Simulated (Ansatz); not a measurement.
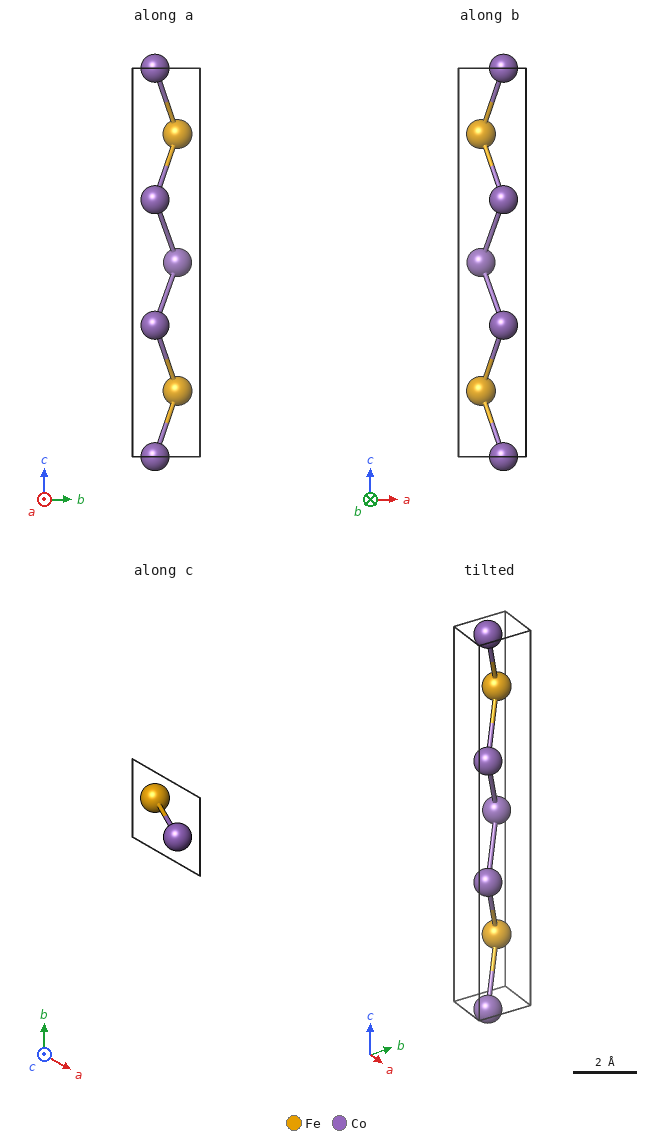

Ball-and-stick representation of a periodic structure, projected along the a axis, along the b axis, along the c axis and slightly off an axis. The wireframe shows the conventional unit cell.

Lattice parameters: a = 2.497 Å, b = 2.497 Å, c = 12.435 Å, α = 90.00°, β = 90.00°, γ = 120.00°. Put a along x and b in the xy plane.

Question: Record the structure as a POSCAR file, with free fractional coordinates to two decimals.

Answer:
```
Fe Co
1.0
     2.497    0.000    0.000
    -1.249    2.163    0.000
     0.000    0.000   12.435
Fe Co
2 4
Direct
  0.3333 0.6667 0.83
  0.3333 0.6667 0.17
  0.3333 0.6667 0.50
  0.6667 0.3333 0.00
  0.6667 0.3333 0.34
  0.6667 0.3333 0.66
```

The initial geometry was a structure type filled with these elements by a generator (whether the compound takes this form wasn't checked). A relaxation with DFT PBE, scalar-relativistic, plane waves, PAW in Ansatz 0.2.0 gave the geometry drawn.
